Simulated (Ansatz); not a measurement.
**Run report: W8HC8O, geometry relaxation (part 3 of 3)**

The same run, continued: W8HC8O (slab, 18 atoms in the cell); DFT PBEsol, scalar-relativistic, plane waves, PAW, PAW set soft_1, no spin polarisation (Ansatz 0.2.0); cutoff 420 eV, 5×5×1 k-mesh, Gaussian smearing of 0.1 eV. The structure derives from an entry of the Crystallography Open Database. The input holds or restrains some coordinates. Forces given for the steps count only the free coordinates. It belongs to a series of runs on one base structure; here: end point A relaxed.

Geometry of the input (Å; fractional positions):
```
5.7309  0.0000  0.0000
-2.8654  4.9631  0.0000
0.0000  0.0000  15.2164
W  0.0000  0.0000  0.0657
C  0.3333  0.1667  0.1581
W  0.0000  0.0000  0.2504
C  0.3333  0.1667  0.3428
W  -0.0000  0.5000  0.0657
C  0.3333  0.6667  0.1581
W  -0.0000  0.5000  0.2504
C  0.3333  0.6667  0.3428
W  0.5000  0.0000  0.0657
C  0.8333  0.1667  0.1581
W  0.5000  0.0000  0.2504
C  0.8333  0.1667  0.3428
W  0.5000  0.5000  0.0657
C  0.8333  0.6667  0.1581
W  0.5000  0.5000  0.2504
C  0.8333  0.6667  0.3428
O  0.8290  0.9077  0.3934
H  0.7708  0.8645  0.4545
```

Trajectory as extended XYZ, continued:
```
18
Lattice="5.7309 0.0000 0.0000 -2.8654 4.9631 0.0000 0.0000 0.0000 15.2164" Properties=species:S:1:pos:R:3:forces:R:3 step=8 energy=-84595.48263
W     0.0000    0.0000    1.0000   -0.1276  -0.0235  -0.4703
C     1.4522    0.8395    2.2856   -0.0910  -0.0566   0.1072
W     0.0144    0.0251    3.7673   -0.2067   0.2235   0.4645
C     1.3859    0.8187    4.9526    0.0673   0.2229   0.0051
W    -1.4327    2.4815    1.0000   -0.1193   0.1006   0.4536
C    -0.0208    3.3005    2.3531    0.0035   0.0196  -0.1867
W    -1.4558    2.4969    3.9142    0.0666  -0.6091  -0.0191
C    -0.0193    3.2902    5.0263    0.0339   0.0552  -0.1119
W     2.8654    0.0000    1.0000    0.1190  -0.1192   0.0524
C     4.2867    0.8455    2.3305    0.0039   0.0179  -0.1788
W     2.8526   -0.0041    3.8562    0.2364   0.1012   0.2389
C     4.3231    0.7354    5.0109   -0.6485   1.4322  -1.0374
W     1.4327    2.4815    1.0000   -0.0589   0.2583   0.0799
C     2.8711    3.3044    2.3412   -0.0353   0.0484   0.0092
W     1.4107    2.4902    3.8513   -0.0183  -0.0443   0.0210
C     2.7226    3.4659    5.1308   -0.3119   0.1645   0.8602
O     2.3615    4.0698    6.3574    0.2077  -2.0891  -0.1922
H     1.4690    3.6472    6.5763    0.8804   0.2990  -0.0945
18
Lattice="5.7309 0.0000 0.0000 -2.8654 4.9631 0.0000 0.0000 0.0000 15.2164" Properties=species:S:1:pos:R:3:forces:R:3 step=10 energy=-84596.26883
W     0.0000    0.0000    1.0000   -0.1280  -0.0327  -0.2058
C     1.4349    0.8340    2.3025   -0.0531   0.0045   0.0697
W    -0.0163    0.0527    3.8166   -0.1462  -0.1977   0.1229
C     1.3903    0.8571    4.9636   -0.0623   0.0629   0.0803
W    -1.4327    2.4815    1.0000   -0.2157   0.2455   0.1305
C    -0.0165    3.3111    2.3305    0.0457   0.0225  -0.1399
W    -1.4524    2.5115    3.8659   -0.3600   0.3965  -0.0813
C    -0.0289    3.3142    5.0043   -0.0166   0.2218  -0.0277
W     2.8654    0.0000    1.0000   -0.0340   0.0027   0.0217
C     4.2884    0.8463    2.3151    0.0390  -0.0328  -0.0252
W     2.8448    0.0169    3.8586   -0.1320  -0.0403  -0.0672
C     4.2710    0.8804    4.9544    0.1677  -0.0566   0.2246
W     1.4327    2.4815    1.0000   -0.0291   0.2220  -0.0163
C     2.8593    3.3213    2.3466   -0.0599   0.0227   0.0042
W     1.3938    2.4969    3.8389    0.1101   0.1137  -0.0452
C     2.7306    3.4026    5.1325    0.2518   0.1276   0.9524
O     2.5262    3.7300    6.4500   -0.1637  -1.1918  -1.0358
H     1.5335    3.6035    6.5644    0.7853   0.1099   0.0367
18
Lattice="5.7309 0.0000 0.0000 -2.8654 4.9631 0.0000 0.0000 0.0000 15.2164" Properties=species:S:1:pos:R:3:forces:R:3 step=11 energy=-84596.47506
W     0.0000    0.0000    1.0000   -0.0662  -0.1017  -0.1505
C     1.4353    0.8296    2.3073   -0.0230   0.0093   0.0469
W    -0.0019    0.0292    3.8250   -0.1931  -0.0130   0.0227
C     1.4024    0.8465    4.9667   -0.0143   0.0274   0.0542
W    -1.4327    2.4815    1.0000   -0.1536   0.1568   0.0919
C    -0.0089    3.3102    2.3243    0.0551   0.0067  -0.0673
W    -1.4317    2.4920    3.8580   -0.3749   0.3298  -0.0575
C    -0.0137    3.3032    4.9965    0.0541   0.1568   0.0368
W     2.8654    0.0000    1.0000    0.0001  -0.0045   0.0196
C     4.2937    0.8386    2.3156    0.0631  -0.0433  -0.0031
W     2.8595    0.0062    3.8596   -0.0867  -0.0093  -0.0252
C     4.2978    0.8596    4.9626    0.1208  -0.0786   0.1425
W     1.4327    2.4815    1.0000    0.0418   0.1547  -0.0221
C     2.8635    3.3168    2.3469   -0.0250  -0.0247  -0.0282
W     1.4097    2.4844    3.8382    0.0843   0.0717  -0.0641
C     2.7955    3.3462    5.1255    0.2587   0.0433   0.3655
O     2.6586    3.5802    6.4456   -0.1635  -0.7588  -0.4800
H     1.6756    3.5246    6.5968    0.4204   0.0782   0.1168
18
Lattice="5.7309 0.0000 0.0000 -2.8654 4.9631 0.0000 0.0000 0.0000 15.2164" Properties=species:S:1:pos:R:3:forces:R:3 step=13 energy=-84596.63143
W     0.0000    0.0000    1.0000   -0.0006  -0.1544  -0.0847
C     1.4331    0.8269    2.3135   -0.0061  -0.0356   0.0620
W     0.0032   -0.0009    3.8421    0.0168   0.1000  -0.1229
C     1.4086    0.8292    4.9735    0.0361   0.0034   0.0117
W    -1.4327    2.4815    1.0000   -0.0686   0.0389  -0.0489
C    -0.0001    3.3121    2.3129    0.0345  -0.0179   0.0852
W    -1.4141    2.4720    3.8421   -0.0925   0.0614  -0.0513
C     0.0059    3.2896    4.9864   -0.0045  -0.0315   0.0530
W     2.8654    0.0000    1.0000    0.0221   0.0216   0.0222
C     4.3024    0.8283    2.3153   -0.0150  -0.0562   0.0618
W     2.8709   -0.0064    3.8651    0.0037   0.0770  -0.0742
C     4.3278    0.8333    4.9760   -0.0749  -0.0358   0.0538
W     1.4327    2.4815    1.0000    0.0984   0.0504  -0.0856
C     2.8638    3.3089    2.3359    0.0355  -0.0385   0.1462
W     1.4260    2.4691    3.8404   -0.0595   0.0021  -0.1604
C     2.8752    3.2663    5.1202    0.0672  -0.0307   0.0273
O     2.8520    3.2464    6.4494    0.1030   0.0003   0.0340
H     1.9323    3.4359    6.7324   -0.0967   0.0455   0.0696
18
Lattice="5.7309 0.0000 0.0000 -2.8654 4.9631 0.0000 0.0000 0.0000 15.2164" Properties=species:S:1:pos:R:3:forces:R:3 step=15 energy=-84596.63280 accepted=F
W     0.0000    0.0000    1.0000   -0.0148  -0.1554  -0.0426
C     1.4305    0.8276    2.3166    0.0045  -0.0019  -0.0222
W    -0.0022    0.0085    3.8399    0.0220  -0.0077   0.0100
C     1.4053    0.8399    4.9708   -0.0030   0.0016  -0.0126
W    -1.4327    2.4815    1.0000   -0.0825   0.0453   0.0349
C     0.0009    3.3107    2.3163   -0.0092  -0.0079   0.0132
W    -1.4203    2.4751    3.8442   -0.0472   0.0217   0.0654
C     0.0018    3.2932    4.9868   -0.0178  -0.0152  -0.0371
W     2.8654    0.0000    1.0000   -0.0120   0.0136   0.0474
C     4.2988    0.8258    2.3170   -0.0021   0.0105   0.0128
W     2.8668   -0.0014    3.8633    0.0003   0.0030   0.0230
C     4.3141    0.8333    4.9834    0.0008   0.0224  -0.0341
W     1.4327    2.4815    1.0000    0.1131   0.0760  -0.0452
C     2.8640    3.3092    2.3448    0.0065  -0.0032  -0.0062
W     1.4217    2.4767    3.8384    0.0134  -0.0174   0.0099
C     2.8862    3.2828    5.1271   -0.2263   0.1170   0.1172
O     2.8425    3.2946    6.4563    0.3920  -0.1734   0.0286
H     1.9923    3.6661    6.7720   -0.1381   0.0706  -0.1637
18
Lattice="5.7309 0.0000 0.0000 -2.8654 4.9631 0.0000 0.0000 0.0000 15.2164" Properties=species:S:1:pos:R:3:forces:R:3 step=17 energy=-84596.63880
W     0.0000    0.0000    1.0000   -0.0321  -0.1505  -0.0205
C     1.4301    0.8278    2.3159    0.0008   0.0109   0.0206
W    -0.0036    0.0112    3.8415    0.0012  -0.0327  -0.0131
C     1.4047    0.8419    4.9700   -0.0032   0.0118   0.0425
W    -1.4327    2.4815    1.0000   -0.0960   0.0531   0.0310
C     0.0003    3.3106    2.3170    0.0028   0.0160  -0.0151
W    -1.4236    2.4789    3.8412   -0.0405   0.0048  -0.0223
C    -0.0072    3.2924    4.9831    0.0979   0.0530   0.0373
W     2.8654    0.0000    1.0000   -0.0034   0.0162   0.0558
C     4.2984    0.8267    2.3188   -0.0066  -0.0030  -0.0380
W     2.8645    0.0018    3.8634    0.0180  -0.0201  -0.0067
C     4.3130    0.8436    4.9794   -0.0121  -0.1005   0.0415
W     1.4327    2.4815    1.0000    0.1092   0.0932  -0.0243
C     2.8634    3.3106    2.3468   -0.0135   0.0007  -0.0504
W     1.4197    2.4793    3.8399    0.0234  -0.0044  -0.0018
C     2.8873    3.2836    5.1291   -0.0496   0.0371  -0.0523
O     2.8752    3.2791    6.4588   -0.0083   0.0097   0.0089
H     2.0154    3.6532    6.7560    0.0118   0.0046   0.0069
18
Lattice="5.7309 0.0000 0.0000 -2.8654 4.9631 0.0000 0.0000 0.0000 15.2164" Properties=species:S:1:pos:R:3:forces:R:3 step=18 energy=-84596.64036
W     0.0000    0.0000    1.0000   -0.0181  -0.1441  -0.0380
C     1.4309    0.8280    2.3164   -0.0026   0.0013  -0.0061
W    -0.0020    0.0100    3.8402    0.0019   0.0035   0.0019
C     1.4060    0.8416    4.9717   -0.0011  -0.0020  -0.0058
W    -1.4327    2.4815    1.0000   -0.0847   0.0491   0.0242
C     0.0006    3.3104    2.3169   -0.0024   0.0009   0.0036
W    -1.4225    2.4766    3.8429    0.0003  -0.0009   0.0065
C     0.0002    3.2926    4.9841   -0.0044  -0.0044  -0.0003
W     2.8654    0.0000    1.0000   -0.0100   0.0103   0.0487
C     4.2980    0.8262    2.3172   -0.0022   0.0021   0.0030
W     2.8659   -0.0002    3.8636   -0.0007   0.0005  -0.0041
C     4.3136    0.8360    4.9820    0.0030   0.0039   0.0008
W     1.4327    2.4815    1.0000    0.1094   0.0824  -0.0379
C     2.8636    3.3097    2.3441    0.0048  -0.0015   0.0017
W     1.4222    2.4777    3.8397    0.0022  -0.0006   0.0021
C     2.8879    3.2897    5.1267    0.0039  -0.0058  -0.0009
O     2.8791    3.2897    6.4569   -0.0125   0.0055   0.0008
H     2.0395    3.7060    6.7563    0.0132  -0.0003  -0.0002
18
Lattice="5.7309 0.0000 0.0000 -2.8654 4.9631 0.0000 0.0000 0.0000 15.2164" Properties=species:S:1:pos:R:3:forces:R:3 step=20 energy=-84596.64054
W     0.0000    0.0000    1.0000   -0.0180  -0.1421  -0.0389
C     1.4309    0.8282    2.3160    0.0002  -0.0008  -0.0008
W    -0.0016    0.0101    3.8400   -0.0005  -0.0031  -0.0016
C     1.4066    0.8417    4.9713    0.0025   0.0023  -0.0006
W    -1.4327    2.4815    1.0000   -0.0824   0.0484   0.0260
C     0.0006    3.3101    2.3172    0.0009  -0.0020   0.0010
W    -1.4224    2.4757    3.8432   -0.0028  -0.0004   0.0005
C     0.0006    3.2917    4.9836   -0.0025  -0.0037  -0.0034
W     2.8654    0.0000    1.0000   -0.0099   0.0071   0.0476
C     4.2976    0.8262    2.3172   -0.0005  -0.0012   0.0013
W     2.8663   -0.0006    3.8634   -0.0011   0.0030   0.0006
C     4.3137    0.8352    4.9829   -0.0021   0.0034   0.0014
W     1.4327    2.4815    1.0000    0.1126   0.0865  -0.0372
C     2.8641    3.3095    2.3440   -0.0006   0.0004   0.0027
W     1.4229    2.4777    3.8400   -0.0024  -0.0027  -0.0010
C     2.8904    3.2925    5.1266    0.0034   0.0089   0.0038
O     2.8843    3.2968    6.4568    0.0173  -0.0122  -0.0009
H     2.0697    3.7573    6.7586   -0.0141   0.0081  -0.0007
```

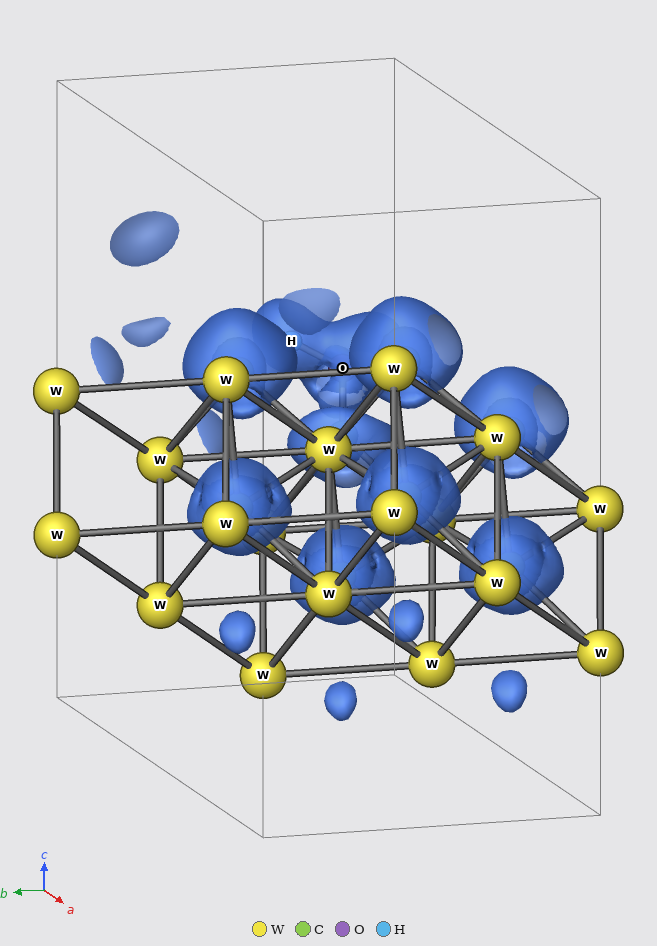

Isosurface of the electron localisation function at 0.7 (blue), seen at an oblique angle. Core shells and regions of very low density are left out. Sticks mark near contacts. Values along the shortest contacts: Core electrons are frozen (PAW), so the fields are smoothed inside the atomic spheres.

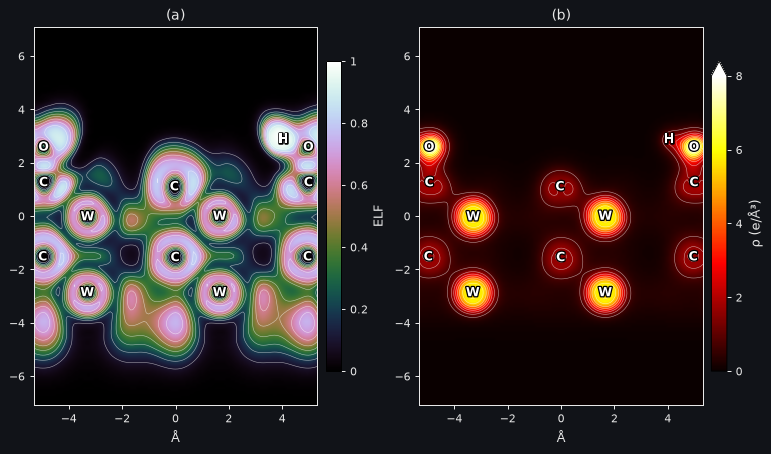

(a) ELF; (b) valence pseudo-density on the (110) plane of the calculation cell, a cut from vacuum to vacuum. Atoms in the plane: C, W, O and H. W–C (2.02 Å): ρ is about 1 e/Å³ halfway; the ELF is about 0.40 at the midpoint. W–W (2.84 Å): ρ is about 0.37 e/Å³ halfway; the ELF is about 0.35 at the midpoint; no shared electron pair. W–C (2.08 Å): ρ is about 0.91 e/Å³ halfway; the ELF is about 0.40 at the midpoint. The density dies away to nearly zero in the vacuum. The strong features right at W lie inside the PAW spheres (semicore, d or f shells) and say nothing about bonding.

Summary:

| quantity | value |
| --- | --- |
| outcome | converged under the restraints of the input |
| electrons treated | 151 |
| free energy | −84596.6405 eV |
| Fermi energy | 4.919 eV |
| final volume | 432.79 Å³ |
| largest force (length of the vector) at the end, held atoms and coordinates included | 0.148 eV/Å |
| hardware | 4 threads of Arm Neoverse V1, 24 GiB of memory available, shared host |
| wall time | 5.6 min (CPU time 22 min) |
| peak memory | 1.4 GiB |

Notes:

The program warns: the PAW datasets were made with another functional; the exchange-correlation potential is rough where the density is thin. Spin–orbit coupling is left out, which matters for W. The cell holds an odd number of electrons but the run has no spin polarisation, so a band is left half filled.
